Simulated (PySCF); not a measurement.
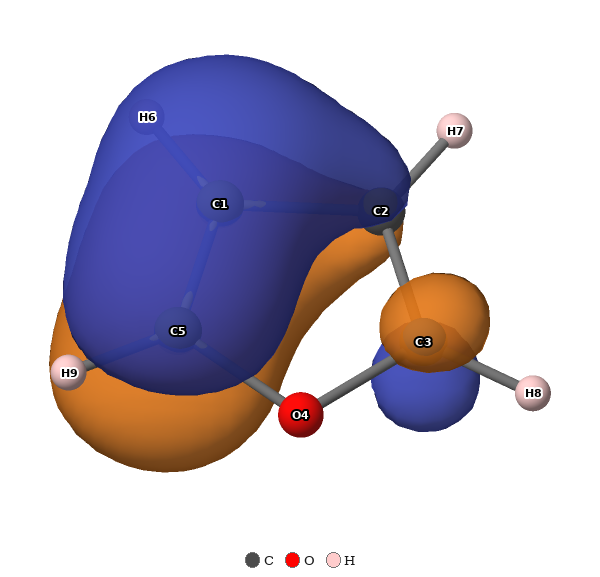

Figure 1: C₄H₄O, SMILES `c1ccoc1`. Intrinsic bond orbitals (IBO), occupied; each surface holds about 85 % of the orbital's density. Energies are diagonal elements of the Fock matrix.

PySCF calculation, BP86/def2-SVPD, gas phase; geometry: GFN2-xTB. No frequency check shows the geometry to be a minimum.

> What does this orbital represent?

π bond C1–C5 (C1 48 %, C5 45 %, C3 4 %; −7.1 eV).
